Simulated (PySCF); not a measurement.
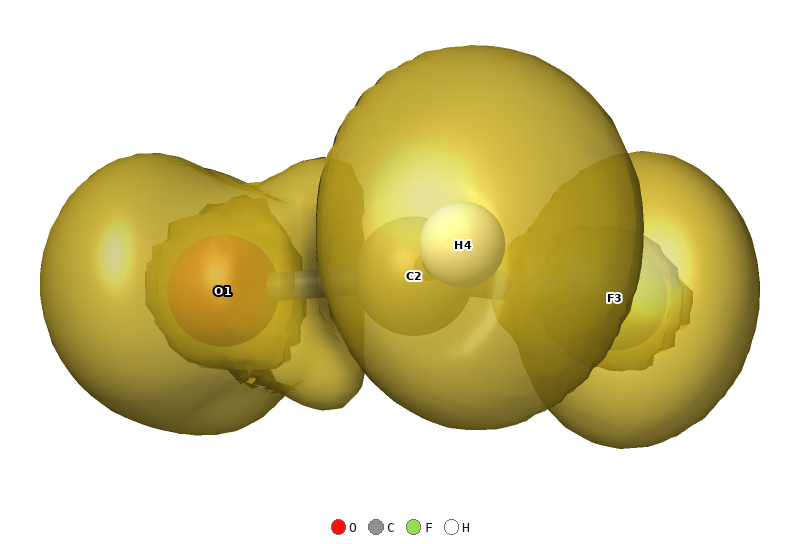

CHFO (formyl fluoride). Isosurface of the electron localisation function at 0.75 (yellow), seen from one side. Only the valence region is drawn (cores and ρ < 0.01 e/Å³ removed).

Geometry: GFN2-xTB.

All numbers below come from PySCF 2.14.0, PBE0/pcSseg-1, SCF density, gas phase, non-relativistic.

```xyz
4

O    -0.8847   -0.8541   -0.0014
C    -0.0888    0.0053   -0.0056
F     1.2298   -0.2387   -0.0072
H    -0.2461    1.0922   -0.0087
```

### Describe the localisation domains.

At this value the surface marks out one region around a hydrogen nucleus, one region on F in which the atom's valence shell and bonds are merged and one region on O in which the atom's valence shell and bonds are merged. Along the contacts the grid gives the following. C–O (1.17 Å): the ELF peaks at about 0.85 between the atoms; a multiple bond. C–F (1.34 Å): the ELF peaks at about 0.80 between the atoms (a polar covalent bond).
